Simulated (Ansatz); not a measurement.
Consider ClF₃H₄NOTa.

```
atom    x (Å)    y (Å)    z (Å)
  Ta   0.0766   0.5384  -0.2193
   N   2.2934  -0.0710  -0.1737
   H   2.2788  -0.9878   0.3033
   H   2.6793  -0.2082  -1.1205
   F   0.6118   1.1269   1.4983
   F   0.2849  -0.3371  -1.8860
  Cl  -2.1971   0.8986  -0.1590
   F   0.0135  -1.2041   0.5361
   O   0.6290   2.1654  -0.9803
   H   1.0593   2.9361  -1.3782
   H   2.8979   0.5668   0.3647
```

Core potentials replace the inner electrons of Ta.

All numbers below come from RKS LDA/def2-SVP (Ansatz 0.2.0).

Predict the electron density and electron localisation function between the atoms.

Answer. Ta–O (1.88 Å): ρ is about 1 e/Å³ halfway; the ELF peaks at about 0.80 in the valence shell of O, 0.5 Å from its nucleus, and drops to about 0.20 between the two atoms.
Ta–F (1.90 Å): ρ is about 0.96 e/Å³ halfway; the ELF peaks at about 0.85 in the valence shell of F, 0.5 Å from its nucleus, and drops to about 0.20 between the two atoms.
Ta–N (2.30 Å): ρ at the midpoint is about 0.48 e/Å³; the ELF peaks at about 0.95 in the valence shell of N, 0.7 Å from its nucleus, and is about 0.25 at the midpoint.
Ta–Cl (2.30 Å): ρ is about 0.65 e/Å³ halfway; the ELF peaks at about 0.80 in the valence shell of Cl, 0.9 Å from its nucleus, and is about 0.35 at the midpoint.

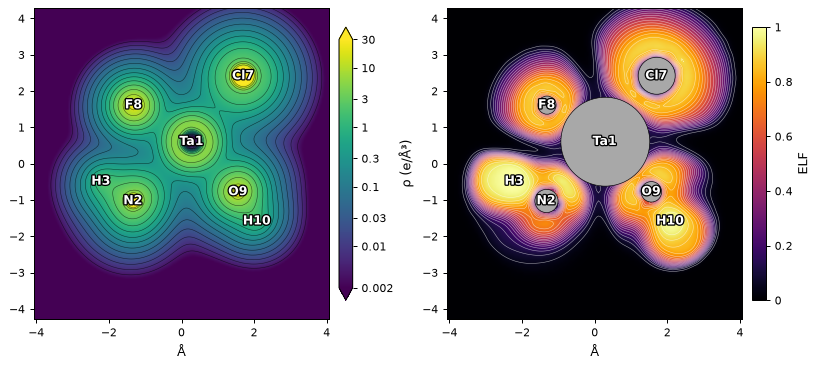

Computed electron density and electron localisation function on the plane of atoms Ta1, N2 and H3, in this order. Grey discs cover the atomic cores in the ELF map. 
